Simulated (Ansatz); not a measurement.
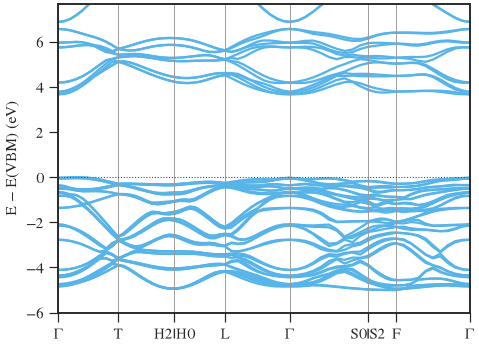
*Band structure from plane-wave PAW PBEsol with spin–orbit coupling (Ansatz code)*

The gap is 3.67 eV; an edge lies off the plotted path or next to a special point (maximum on the Γ–T line, 31 % of the way from Γ, minimum on the Γ–T line, 3 % of the way from Γ).

The material is LiTaO$_{3}$ in space group R3c (No. 161; Li on 6a, Ta on 6a, O on 18b).

Symmetry was held in the PBEsol relaxation. No spin polarisation was allowed.

Potentials: the later of the program's two PAW sets.
